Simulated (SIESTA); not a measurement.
Convergence study of the cutoff of the real-space grid for Pt₃Pb (P4mm, 4 atoms in the cell)

```
CELL_PARAMETERS angstrom
      4.12023     0.00000     0.00000
      0.00000     4.12023     0.00000
      0.00000     0.00000     4.12023
ATOMIC_POSITIONS crystal
  Pt 0.50000 0.00000 0.50000
  Pt 0.01213 0.50000 0.50000
  Pt 0.50000 0.50000 0.00000
  Pb 0.00000 0.00000 0.00000
```

Computed with SIESTA with LDA PW92, numerical atomic orbitals DZP, PseudoDojo LDA standard norm-conserving potentials (rewritten from UPF to PSML).

Base settings: XC.functional = LDA; XC.authors = PW92; potentials = PseudoDojo LDA standard; PAO.BasisSize = DZP; PAO.EnergyShift = 0.01 Ry; MeshCutoff = 300 Ry; kgrid.MonkhorstPack = 3 3 3; OccupationFunction = FD; ElectronicTemperature = 100 meV; MaxSCFIterations = 150.

The second cell is the first with its lattice scaled by 0.98.

The mesh stays at the base's, so the ladder's end is converged at best in this setting alone.

Only quantities that move along the ladder and can be compared are tabulated.

The starting cell comes from a database of computed structures (which also holds hypothetical and non-ambient phases and stackings), without a prior relaxation at this level. Its lattice was rescaled by up to half a per cent. One atom was moved a little off its site on purpose. Spin polarisation is off. Values carry the incompleteness of an atom-centred basis. In the base run, with a pressure of about -11 GPa the cell is away from its equilibrium volume at this level. Without a gap this mesh is coarse (it stands for a supercell whose shortest vector is 12 Å).

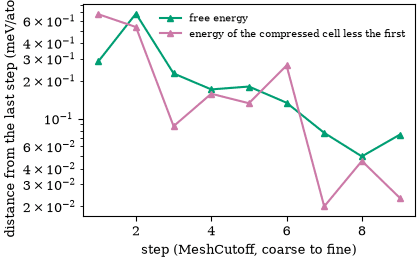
Figure. Distance from the last step along the ladder; very small values are drawn at a floor.

```tsv
MeshCutoff	free energy less the last step's (meV/atom)	energy of the compressed cell less the first (meV/atom)	pressure (GPa)	largest difference of a force vector from the last step's (eV/Å)
135 Ry (147 Ry used)	0.29	-34.03	-11.48	0.013
165 Ry (167 Ry used)	-0.68	-34.18	-11.32	0.056
210 Ry (211 Ry used)	0.23	-34.62	-11.36	0.014
240 Ry (260 Ry used)	-0.17	-34.87	-10.96	0.008
360 Ry (375 Ry used)	0.18	-34.84	-10.99	0.009
405 Ry (407 Ry used)	0.13	-34.98	-11.32	0.023
450 Ry (475 Ry used)	0.08	-34.71	-10.97	0.010
525 Ry (586 Ry used)	0.00	-34.66	-11.14	0.003
600 Ry (667 Ry used)	0.07	-34.73	-11.33	0.005
720 Ry (844 Ry used)	0.00	-34.71	-11.26	0.000
```

Coarsest MeshCutoff that holds the forces within 0.02 eV/Å of the last step, with all finer ones: 450 Ry (475 Ry used); the step before is off by 0.023 eV/Å.

Coarsest MeshCutoff that holds the free energy within 0.5 meV/atom of the last step, with all finer ones: 210 Ry (211 Ry used); the step before is off by 0.68 meV/atom.

Coarsest MeshCutoff that holds the energy of the compressed cell less the first within 0.2 meV/atom of the last step, with all finer ones: 450 Ry (475 Ry used); the step before is off by 0.26 meV/atom.

Left out of this page: 6 runs of the series outside the window shown, repeating another row's setting, or not comparable.
